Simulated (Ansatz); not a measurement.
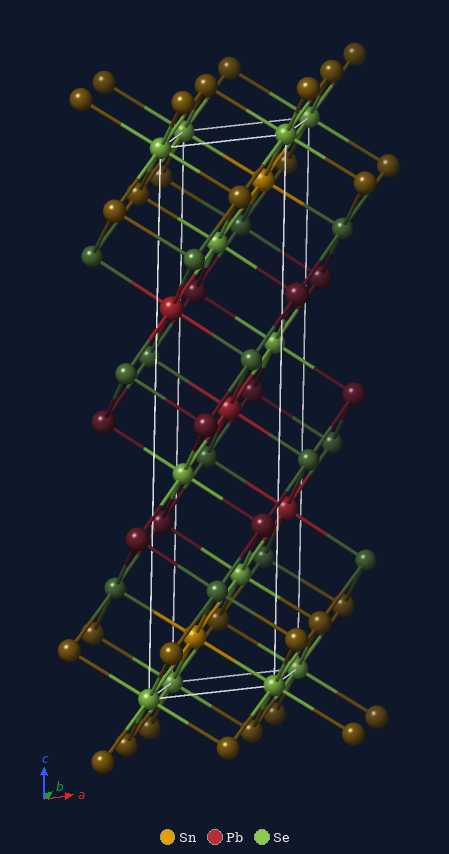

This ball-and-stick model is shown slightly off an axis. Thin lines show the cell (the run's own, in a reduced setting), with boundary atoms drawn in all their periodic places. The bonded neighbours beyond the faces are included, in fainter colours.

```
CELL_PARAMETERS angstrom
-2.17657 3.76993 0.00000
-4.35314 0.00000 0.00000
-2.17657 1.25664 17.78300
ATOMIC_POSITIONS crystal
Sn 0.30104 0.30104 0.09688
Sn 0.69896 0.69896 0.90312
Pb 0.90134 0.90134 0.29599
Pb 0.09866 0.09866 0.70401
Pb 0.50000 0.50000 0.50000
Se 0.60226 0.60226 0.19321
Se 0.00000 0.00000 0.00000
Se 0.39774 0.39774 0.80679
Se 0.79931 0.79931 0.60208
Se 0.20069 0.20069 0.39792
```

Run with DFT r2SCAN, scalar-relativistic, plane waves, PAW in Ansatz and these settings: an energy cutoff of 500 eV, k-points about 0.14 Å⁻¹ apart, Gaussian smearing of 0.1 eV, no spin polarisation.

State the Bader charges by element.

Answer. Sn +0.94 e; Pb +0.95 e; Se -0.95 e. The transfer is large, as in an ionic solid.

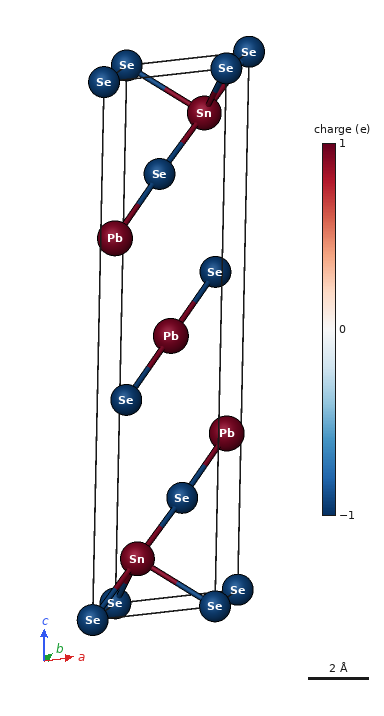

The atoms coloured by those charges.

It goes back to a structure type filled with these elements by a generator (whether the compound takes this form wasn't checked). Earlier steps of the study, as a rule a relaxation of our own, may have changed the cell and positions, so they can lie some per cent off the listed ones. A calculation with Ansatz used it as input.
